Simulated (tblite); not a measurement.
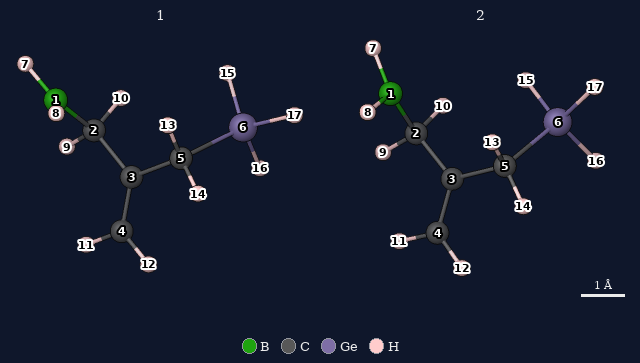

Two geometries of C₄H₁₁BGe, drawn at one scale. One is the start of a relaxation, the other its converged end. A ball-and-stick model, seen face on.

Computed with tblite, GFN2-xTB geometry optimisation, gas phase. 

> Which geometry has the lower energy?

Structure 1 is the relaxed one. The atom that moves furthest after the best rigid fit is H17 (0.83 Å). Largest moves by element: H 0.83 Å, B 0.38 Å, C 0.20 Å, Ge 0.18 Å. Near-neighbour distances that change, for instance: Ge6–H16 1.547 → 1.495 Å, Ge6–H15 1.550 → 1.499 Å, C5–Ge6 1.953 → 1.979 Å, B1–H7 1.195 → 1.170 Å. Among the angles between lasting bonds that change: C2–C3–C5 121.7° → 115.3°, H7–B1–H8 113.7° → 119.7°, C2–C3–C4 118.3° → 122.6°. Groups turn about C5–Ge6 by about 30°. After 101 geometry steps the energy has fallen by 10.5 kcal/mol. Cost: 1 s on 1 thread of Arm Neoverse N1 (shared host).
